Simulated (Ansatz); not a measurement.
In doubt: one-shot GW on d or f shells is unsure (in some of the runs), so the values of those runs are not to be relied on.

Consider Cs2AgBiBr6 (Fm-3m).

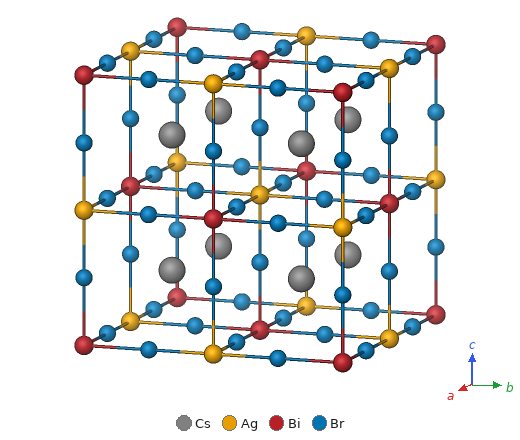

The structure (caesium grey, silver orange, bismuth red, bromine blue). Some periodic images of atoms are drawn too.

Symmetry: Fm-3m, No. 225, cubic system. Conventional cell: a = 11.232 Å, b = 11.232 Å, c = 11.232 Å, α = 90.00°, β = 90.00°, γ = 90.00°. Cs has 12 Br at 3.97 Å nearest. Nearest to Ag lie 6 Br at 2.80 Å. Nearest to Bi lie 6 Br at 2.81 Å. Nearest to Br lie 1 Ag at 2.80 Å and 1 Bi at 2.81 Å and 4 Cs at 3.97 Å. Farther neighbours and most contacts between anions are not listed.

```xyz
10
Lattice="0.0000 5.6161 5.6161 5.6161 0.0000 5.6161 5.6161 5.6161 0.0000" Properties=species:S:1:pos:R:3 pbc="T T T"
Cs    2.8081    2.8081    2.8081
Cs    8.4242    8.4242    8.4242
Ag    5.6161    5.6161    5.6161
Bi    0.0000    0.0000    0.0000
Br    5.6161    2.8142    5.6161
Br    8.4180    5.6161    5.6161
Br    5.6161    8.4180    5.6161
Br    2.8142    5.6161    5.6161
Br    5.6161    5.6161    2.8142
Br    5.6161    5.6161    8.4180
```

The cell and positions come from the Crystallography Open Database and are kept as given unless a step says otherwise. Spin-orbit coupling is left out unless a run names it. PAW set soft_2, made with PBE.

Gaps computed with Ansatz 0.2.0 without a self-energy: LDA 1.10 eV, PBEsol 1.17 eV, PBE 1.26 eV, HSE06 2.14 eV and PBE0 2.81 eV.

Question: Estimate the G0W0@PBE gap with 2×2×2 mesh, 1057 empty bands, screening to 120 eV, default PAW files.

About 2.22 eV: on its mesh the run moves the gap from 1.23 eV by +0.99 eV. Among the scalar-relativistic levels given, HSE06 is nearest (−0.08 eV). Bands and cutoff are finite, so the gap is not at the basis limit. The miss can reach some tenths of an eV and take either sign; the mesh is an error of its own. The 2×2×2 mesh is coarse for this cell (its supercell is 16 Å along the shortest edge). The RPA ε∞ on it, from the PBE start, is 5.81; such meshes misread the long-range screening, most where the gap is narrow. Where an edge is built on 6p states of lead, bismuth or thallium, scalar-relativistic gaps usually stand too wide, by a few tenths to over one eV. A d shell, filled or nearly so, lies near the gap. One-shot GW converges very slowly in bands there, not always from below, and on a semilocal start the gap tends to come out low; starts rich in exact exchange can overshoot instead. The many-body steps are scalar-relativistic: spin-orbit coupling is not in them.

[Paths, hosts, dates, memory and timing lines, banners, echoed tables and standing remarks are left out of the program output.]

[Logs are printed without paths, hosts, clocks, repeated set-up lines and the standing remarks that a program may print on its own settings, such as how far it seeks lower states.]

[Runs of the session that timed out or met a known fault of the program may be left out.]

[Cells called generated may have been cut or substituted from an entry of the Crystallography Open Database or the Materials Project.]

[Hosts, paths, dates, database ids (printed as entryN), source tags and the programs' standing remarks are cut or masked in the printed files.]
